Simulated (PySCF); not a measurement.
C3H10OSn, SMILES C[CH2][SnH2][O]C at its GFN2-xTB optimised geometry (Å):

```
15

Sn     0.1822     0.3208     0.0000
C     -0.8454    -0.9812     1.4034
C     -0.6999    -0.5731     2.8549
O     -0.4240    -0.4513    -1.7388
C     -0.0576    -0.0044    -3.0103
H      1.8934     0.3208     0.0000
H     -0.2192     1.9838     0.0000
H     -1.8934    -0.9844     1.1052
H     -0.4500    -1.9838     1.2430
H     -1.0988     0.4226     3.0278
H      0.3414    -0.5771     3.1645
H     -1.2457    -1.2731     3.4858
H      1.0190    -0.0795    -3.1784
H     -0.3622     1.0297    -3.1866
H     -0.5698    -0.6472    -3.7277
```

Level of theory: PySCF with PBE0/def2-TZVP, def2 effective core potentials past Kr. The core electrons that the potentials of Sn replace are not part of the density.

Map of the Laplacian of the electron density (e/bohr⁵), clipped to [-1.50, 1.50] on the plane z = 1.0 Å:

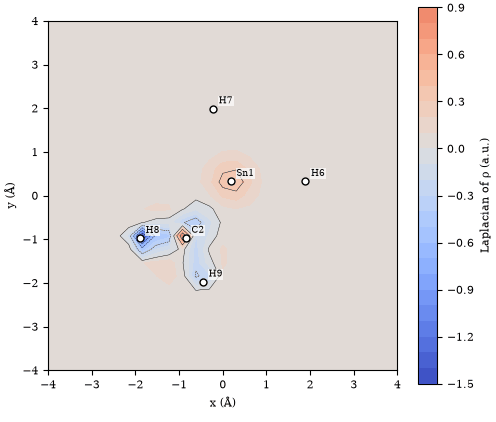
*Laplacian of the electron density (e/bohr⁵), clipped to [-1.50, 1.50] on the plane z = 1.0 Å.*
